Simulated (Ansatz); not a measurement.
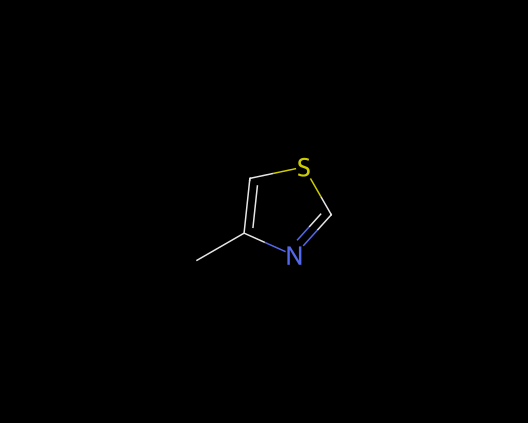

(Drawn from a calculation with Ansatz.)

Skeletal drawing of a molecule.

Transcribe the drawing into SMILES.

Answer. Cc1cscn1

Give the formula, hydrogens included.

Answer. C4H5NS.

An optimisation with PBE0-D4/def2-TZVP gave a structure of which point group?

Answer. Cs.
